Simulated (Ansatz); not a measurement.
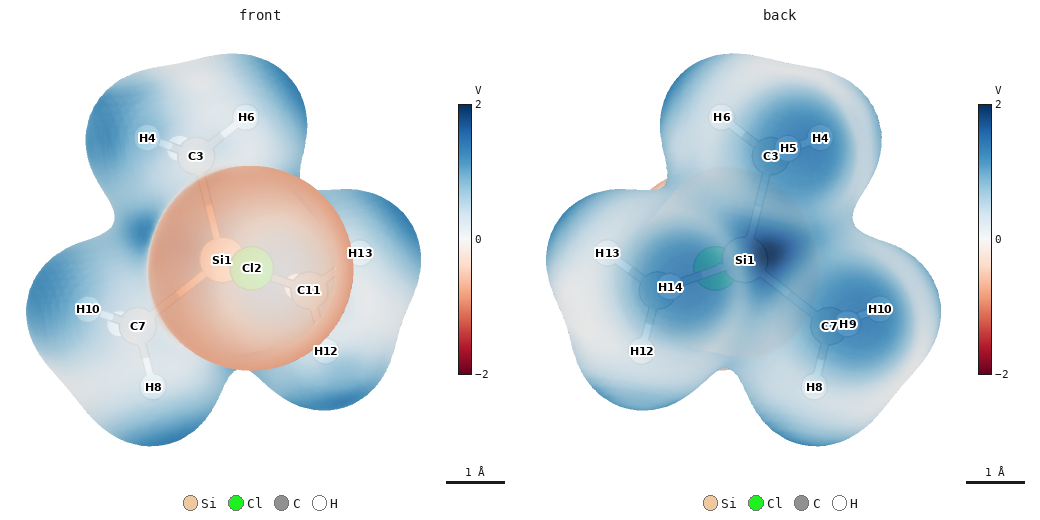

*C$_{3}$H$_{9}$ClSi (SiClMe3). The electrostatic potential painted on the density surface at 0.004 e/bohr³, seen from the front and from behind; the colour scale runs from red (negative) to blue (positive).*

Geometry: PBE-D4/def2-SVP.

All numbers below come from RKS PBE0-D4/def2-TZVP (Ansatz).

```xyz
14

Si    0.0014    0.0009    0.4106
Cl    0.0096    0.0063    2.5194
C     1.7945    0.0053   -0.1611
H     2.3280    0.8996    0.2196
H     1.8484    0.0149   -1.2703
H     2.3283   -0.8953    0.2041
C    -0.9032    1.5515   -0.1547
H    -1.9455    1.5607    0.2231
H    -0.9354    1.5995   -1.2637
H    -0.3942    2.4636    0.2171
C    -0.8933   -1.5581   -0.1471
H    -1.9380   -1.5690    0.2239
H    -0.3825   -2.4648    0.2352
H    -0.9182   -1.6153   -1.2560
```

**Where is the surface potential most negative and most positive?**

The most negative region (about −0.7 V) lies over Cl2, the most positive (about +1.6 V) over Si1.
